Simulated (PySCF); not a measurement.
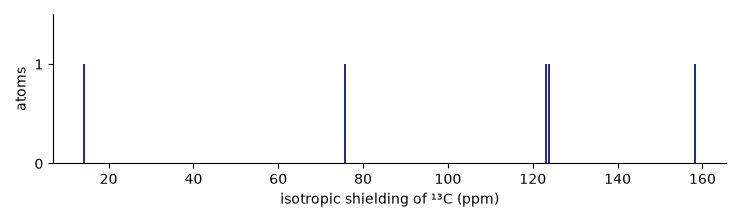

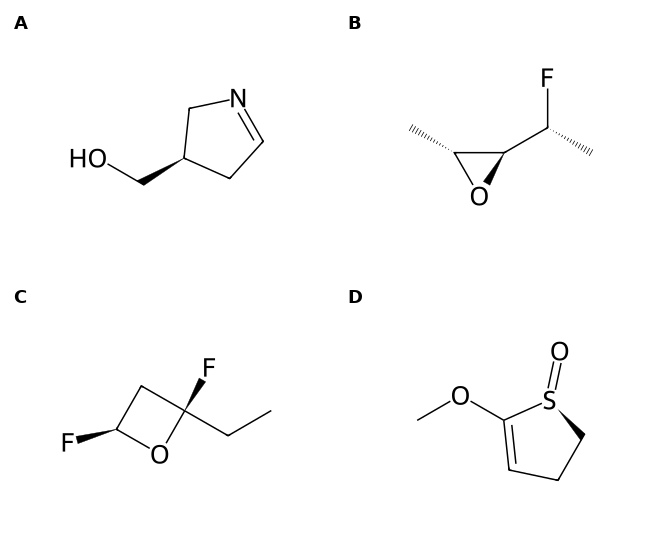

The sticks are computed shieldings of one of the molecules, for one fixed geometry (PBE0-D3(BJ)/def2-SVP) without averaging over rotations. Low shielding means a high chemical shift. Method: GIAO PBE0/pcSseg-1 NMR shielding, non-relativistic, gas phase (PySCF 2.14.0).

Which molecule gives this pattern?

Answer. D, `COC1=CCC[S@@]1=O`. Its 5 C atoms give lines at 14.1, 75.8, 123.1, 123.9, 158.4 ppm.
